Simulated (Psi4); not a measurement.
# singlet InSiH3ClO+: levels of theory compared

Wanted: a comparison of 3 runs (HF/STO-3G, HSE06/def2-SVP, TPSSh/def2-SVP) of singlet InSiH3ClO+. Input form: a Python script.

The results are computed with Psi4 1.11.

2 further runs of the same task are left out: 2 set aside as unsound or not needed. Runs told in other sessions of the task aren't counted.

### 1 Starting point

InSiH3ClO+ has 7 atoms, charge +1, and is taken as a singlet. SMILES of the parent species: `[SiH3][O][In][Cl]`. The coordinates come from a PBE0-D4/def2-TZVP relaxation. This is one conformer, not always the lowest. That shape belongs to the parent species and isn't relaxed for this state.

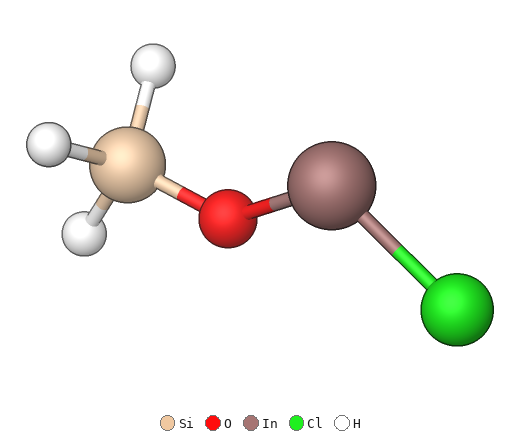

The structure, seen from a chosen angle (silicon light orange, oxygen red, indium brown, chlorine green, hydrogen white).

### 2 A single-point energy at HF/STO-3G (run 1)

run.py reads:

```python
import psi4

psi4.set_memory(2200000000)
psi4.set_num_threads(1)
psi4.core.set_output_file('output.dat', False)

m = psi4.geometry("""
1 1
Si     0.03136945     2.16298052     0.87078580
O      0.38493721    -0.83450306     0.21637364
In    -0.82694415    -3.25656503    -2.40108601
Cl     0.62493243    -7.43267079    -1.96758284
H      0.93768210     3.79740465    -1.23833753
H      1.51877289     2.75484274     3.17833037
H     -2.67093890     2.80832199     1.34151658
units au
symmetry c1
no_reorient
no_com
""")

psi4.set_options(dict(basis='STO-3G', puream=True, e_convergence=1e-09, d_convergence=1e-08, scf_type='pk'))

e_tot = psi4.energy("hf", molecule=m)
print(f'hf energy: {e_tot:.10f} Eh')
```

Run with:

```
$ python run.py
```

output.dat:

```text
[...]
  Running in c1 symmetry.
[...]
  Nuclear repulsion =  522.610657015481138
[...]
  Multiplicity = 1
[...]
  Nalpha       = 45
  Nbeta        = 45
[...]
    Number of basis functions: 53
[...]
   @RHF iter   1: -6498.00112843921215   -4.00806e+00   1.38522e-02 DIIS/ADIIS
[...]
   @RHF iter  13: -6498.55161042457712   -1.00044e-11   5.25602e-09 DIIS
[...]
  @RHF Final Energy: -6498.55161042457712
   => Energetics <=
    Nuclear Repulsion Energy =            522.6106570154811379
    One-Electron Energy =              -10024.4200107713295438
    Two-Electron Energy =                3003.2577433312721951
    Total Energy =                      -6498.5516104245762108
[...]
 Multipole Moments:
 ------------------------------------------------------------------------------------
     Multipole            Electronic (a.u.)      Nuclear  (a.u.)        Total (a.u.)
 ------------------------------------------------------------------------------------
 L = 1.  Multiply by 2.5417464519 to convert [e a0] to [Debye]
 Dipole X            :         24.9528691          -26.5922260           -1.6393569
 Dipole Y            :        251.3869251         -252.9608177           -1.5738927
 Dipole Z            :        131.0058173         -133.8986230           -2.8928057
 Magnitude           :                                                    3.6787164
[...]
```

On the terminal:

```text
hf energy: -6498.5516104246 Eh
```

Wall time 1.6 s (1 thread of Intel Xeon 6975P-C (Granite Rapids), shared host); peak memory 0.19 GiB.

### 3 Energy and gradient at HSE06/def2-SVP (core potential) (run 2)

calc.py reads:

```python
import psi4

psi4.set_memory(2200000000)
psi4.set_num_threads(1)
psi4.core.set_output_file('psi4.out', False)

m = psi4.geometry("""
1 1
Si     0.016600     1.144600     0.460800
O      0.203700    -0.441600     0.114500
In    -0.437600    -1.723300    -1.270600
Cl     0.330700    -3.933200    -1.041200
H      0.496200     2.009500    -0.655300
H      0.803700     1.457800     1.681900
H     -1.413400     1.486100     0.709900
symmetry c1
no_reorient
no_com
""")

options = {'basis': 'def2-SVP', 'puream': True, 'e_convergence': 1e-09, 'd_convergence': 1e-08, 'scf_type': 'pk', 'dft_radial_points': 99, 'dft_spherical_points': 590}
psi4.set_options(options)

result, w = psi4.gradient('hse06', return_wfn=True)
psi4.oeprop(w, 'MULLIKEN_CHARGES', 'QUADRUPOLE', 'DIPOLE')
print('gradient / Eh bohr^-1')
print(result.np.round(6))
print(f'energy = {w.energy():.10f} Eh')
for k, v in sorted(psi4.core.scalar_variables().items()):
    print(f'{k:45s} {v:18.10f}')
```

Run with:

```
$ python calc.py
```

psi4.out:

```text
[...]
    !!!  WARNING: ECP capability is in beta. Please check occupations closely.  !!!
[...]
  Running in c1 symmetry.
[...]
  Nuclear repulsion =  283.742748487817153
[...]
  Multiplicity = 1
[...]
  Nalpha       = 31
  Nbeta        = 31
[...]
    Number of basis functions: 91
[...]
   @RKS iter   1: -1015.71508762858741   -6.52917e-01   8.10590e-03 ADIIS/DIIS
[...]
   @RKS iter  13: -1015.98240128975431   -2.02363e-11   4.84789e-09 DIIS
[...]
  @RKS Final Energy: -1015.98240128975431
   => Energetics <=
    Nuclear Repulsion Energy =            283.7427484878171526
    One-Electron Energy =               -2029.3068364479620413
    Two-Electron Energy =                 787.3862162855186853
    DFT Exchange-Correlation Energy =     -57.8045296151281462
    Empirical Dispersion Energy =           0.0000000000000000
    VV10 Nonlocal Energy =                  0.0000000000000000
    Total Energy =                      -1015.9824012897543071
[...]
  -Total Gradient:
     Atom            X                  Y                   Z
    ------   -----------------  -----------------  -----------------
       1        0.010609510334    -0.053941856060    -0.005785533884
       2        0.005780294775     0.039861666329     0.023323755545
       3       -0.021981882867     0.014780370917    -0.025051585672
       4        0.010598624268    -0.013762993833     0.009549449914
       5       -0.001602922590     0.003134633227     0.001355835571
       6       -0.004021100910     0.006220824736    -0.003240823411
       7        0.000581658470     0.003720108738    -0.000196030214
[...]
```

Standard output:

```text
gradient / Eh bohr^-1
[[ 0.01061  -0.053942 -0.005786]
 [ 0.00578   0.039862  0.023324]
 [-0.021982  0.01478  -0.025052]
 [ 0.010599 -0.013763  0.009549]
 [-0.001603  0.003135  0.001356]
 [-0.004021  0.006221 -0.003241]
 [ 0.000582  0.00372  -0.000196]]
energy = -1015.9824012898 Eh
CURRENT ENERGY                                  -1015.9824012898
CURRENT REFERENCE ENERGY                        -1015.9824012898
DD SOLVATION ENERGY                                 0.0000000000
DFT FUNCTIONAL TOTAL ENERGY                     -1015.9824012898
DFT TOTAL ENERGY                                -1015.9824012898
DFT VV10 ENERGY                                     0.0000000000
DFT XC ENERGY                                     -57.8045296151
GRID ELECTRONS ALPHA                               31.0000004242
GRID ELECTRONS BETA                                31.0000004242
GRID ELECTRONS TOTAL                               62.0000008484
NUCLEAR REPULSION ENERGY                          283.7427484878
ONE-ELECTRON ENERGY                             -2029.3068364480
PCM POLARIZATION ENERGY                             0.0000000000
PE ENERGY                                           0.0000000000
SCF ITERATION ENERGY                            -1015.9824012898
SCF ITERATIONS                                     13.0000000000
SCF TOTAL ENERGY                                -1015.9824012898
TWO-ELECTRON ENERGY                               787.3862162855
XC GRID RADIAL POINTS                              99.0000000000
XC GRID SPHERICAL POINTS                          590.0000000000
XC GRID TOTAL POINTS                           387737.0000000000
```

Wall time 32 s (1 thread of Intel Xeon 6975P-C (Granite Rapids), shared host); peak memory 1.1 GiB.

### 4 Energy and gradient at TPSSh/def2-SVP (core potential) (run 3)

clh3inosi.xyz reads:

```xyz
7
ClH3InOSi
Si     0.016600     1.144600     0.460800
O      0.203700    -0.441600     0.114500
In    -0.437600    -1.723300    -1.270600
Cl     0.330700    -3.933200    -1.041200
H      0.496200     2.009500    -0.655300
H      0.803700     1.457800     1.681900
H     -1.413400     1.486100     0.709900
```

clh3inosi.py reads:

```python
import psi4

psi4.set_memory('2200 MB')
psi4.set_num_threads(1)
psi4.set_output_file('run.log', False)

with open('clh3inosi.xyz') as f:
    atoms = ''.join(f.readlines()[2:])
m = psi4.geometry('1 1\n' + atoms + 'symmetry c1\nno_reorient\nno_com')

options = {'basis': 'def2-SVP', 'puream': True, 'e_convergence': 1e-09, 'd_convergence': 1e-08, 'scf_type': 'pk', 'dft_radial_points': 99, 'dft_spherical_points': 590}
psi4.set_options(options)

e_tot, wfn = psi4.gradient('tpssh', return_wfn=True)
psi4.oeprop(wfn, 'WIBERG_LOWDIN_INDICES', 'MAYER_INDICES', 'MULLIKEN_CHARGES', title='TPSSH')
print('gradient / Eh bohr^-1')
print(e_tot.np.round(6))
print(f'energy = {wfn.energy():.10f} Eh')
```

Run with:

```
$ python clh3inosi.py
```

run.log:

```text
[...]
    !!!  WARNING: ECP capability is in beta. Please check occupations closely.  !!!
[...]
  Running in c1 symmetry.
[...]
  Nuclear repulsion =  283.742748487817153
[...]
  Multiplicity = 1
[...]
  Nalpha       = 31
  Nbeta        = 31
[...]
    Number of basis functions: 91
[...]
   @RKS iter   1: -1015.99454047965060   -6.40070e-01   8.42497e-03 DIIS/ADIIS
[...]
   @RKS iter  14: -1016.27737243899662   -1.02318e-12   2.68342e-09 DIIS
[...]
  @RKS Final Energy: -1016.27737243899662
   => Energetics <=
    Nuclear Repulsion Energy =            283.7427484878171526
    One-Electron Energy =               -2029.1860754744554924
    Two-Electron Energy =                 797.2227029724283511
    DFT Exchange-Correlation Energy =     -68.0567484247866474
    Empirical Dispersion Energy =           0.0000000000000000
    VV10 Nonlocal Energy =                  0.0000000000000000
    Total Energy =                      -1016.2773724389966219
[...]
  -Total Gradient:
     Atom            X                  Y                   Z
    ------   -----------------  -----------------  -----------------
       1        0.011739973913    -0.059158028087    -0.006203424005
       2        0.003499877360     0.040090020538     0.020228351306
       3       -0.018987430509     0.014494560438    -0.020978280558
       4        0.009327067200    -0.010870115215     0.008877789643
       5       -0.001088518243     0.004309837980    -0.000260624776
       6       -0.003116194969     0.006922535786    -0.001706120531
       7       -0.001415708358     0.004206849067    -0.000016927447
[...]
```

On the terminal:

```text
gradient / Eh bohr^-1
[[ 1.1740e-02 -5.9158e-02 -6.2030e-03]
 [ 3.5000e-03  4.0090e-02  2.0228e-02]
 [-1.8987e-02  1.4495e-02 -2.0978e-02]
 [ 9.3270e-03 -1.0870e-02  8.8780e-03]
 [-1.0890e-03  4.3100e-03 -2.6100e-04]
 [-3.1160e-03  6.9230e-03 -1.7060e-03]
 [-1.4160e-03  4.2070e-03 -1.7000e-05]]
energy = -1016.2773724390 Eh
```

Wall time 31 s (1 thread of Intel Xeon 6975P-C (Granite Rapids), shared host); peak memory 1.3 GiB.

### 5 The series

```csv
run,level,task,core potential,energy (Eh),HOMO energy (eV),LUMO energy (eV),HOMO–LUMO gap (eV),wall time
1,HF/STO-3G,energy,none,-6498.551610,-13.89,-4.65,9.25,1.6 s
2,HSE06/def2-SVP (core potential),gradient,def2,-1015.982401,-12.81,-11.30,1.52,32 s
3,TPSSh/def2-SVP (core potential),gradient,def2,-1016.277372,-12.65,-11.21,1.44,31 s
```

### 6 What came out

```
                       quantity           value
            run 3: total energy  -1016.27737 Eh
             run 3: HOMO energy       -12.65 eV
             run 3: LUMO energy       -11.21 eV
           run 3: HOMO–LUMO gap         1.44 eV
run 3: largest force on an atom      3.118 eV/Å
```

**Reading.** The HOMO–LUMO gap runs from 1.44 eV (TPSSh/def2-SVP) to 9.25 eV (HF/STO-3G). The two ends differ in method and basis and core potential. Totals of different functionals can't be ranked against each other. Some runs of one species differ in core potentials or relativity; totals across that change don't compare. In run 1 the basis is minimal, so the values are rough. In run 1 relativity is left out where basis or elements ask for it. All runs together took 64 s, the longest 32 s.
